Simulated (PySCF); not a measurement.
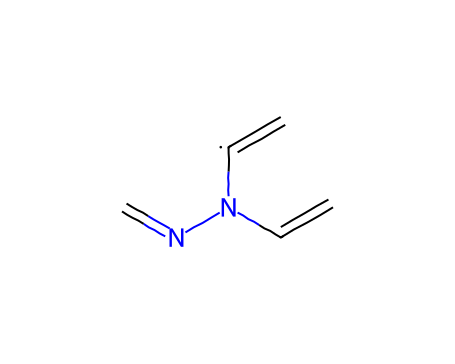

The species is neutral and a spin doublet. The geometry was computed by an optimisation with GFN2-xTB. No frequency run is at hand to confirm it as a minimum. Properties computed with UKS B3LYP, pcH-1 on C H N, non-relativistic (PySCF 2.14.0).

Question: What is the isotropic g value?

Answer: 2.00214.

Question: What is the ⟨S²⟩ of the determinant?

Answer: 0.762.
